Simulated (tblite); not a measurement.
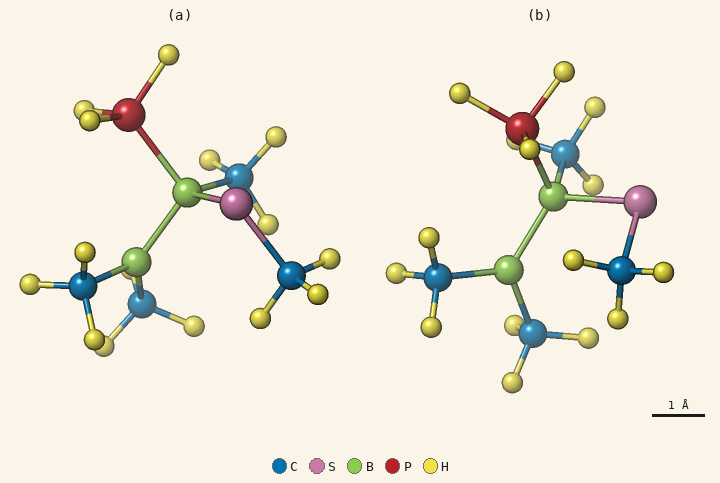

The structure of C4H15B2PS before (left) and after (right) a relaxation, at one scale.

Style: ball-and-stick. Shown face on.

Theory: GFN2-xTB geometry optimisation, gas phase (tblite 0.8.0). 

What changed between the two?

Answer. After 275 geometry steps the energy has fallen by 78.8 kJ/mol. An H atom moves most after the best rigid fit: 2.02 Å. Largest moves by element: H 2.02 Å, S 1.46 Å, C 1.06 Å, P 0.94 Å, B 0.56 Å. Some distances before and after: P–S 3.077 → 2.730 Å, B–P 1.907 → 1.988 Å, B–S 1.896 → 1.960 Å, H–P 1.410 → 1.379 Å. Bond angles that change, for instance: B–P–H 109.6° → 133.0°, S–B–P 108.0° → 87.5°, H–P–H 109.5° → 95.7°. Groups turn about B–S by about 100°, B–B by about 65°, B–C by about 30°.
